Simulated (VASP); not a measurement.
Energy against volume of InSb (zinc blende). These are MS2 meta-GGA, VASP's PBE PAW potentials (set 64) (plane waves; VASP) values and carry that method's errors.

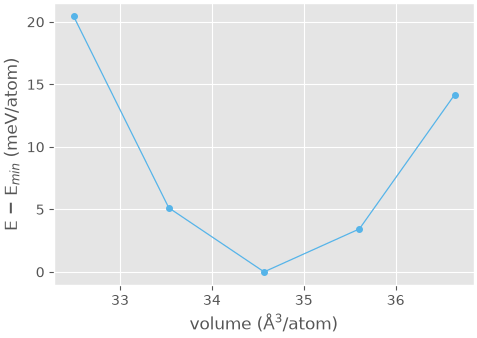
*Energy against volume*

Problem. Estimate the equilibrium volume and the bulk modulus.

Solution. The minimum lies near 34.6 Å³/atom, and the curvature gives B0 of about 44 GPa.

Measured: bulk modulus 46.1 GPa at 0 K (computed value off by -5.1 %), as given by Daniel Mejia-Rodriguez et al., Physical Review B (2018), arXiv:1807.09216 [0 K value with the zero-point phonon effect removed]; a 6.468 Å at 0 K (computed value off by +0.8 %), as given by Daniel Mejia-Rodriguez et al., Physical Review B (2018), arXiv:1807.09216 [static lattice: zero-point anharmonic expansion removed].

The compound is InSb in the zinc blende structure. It was relaxed first.
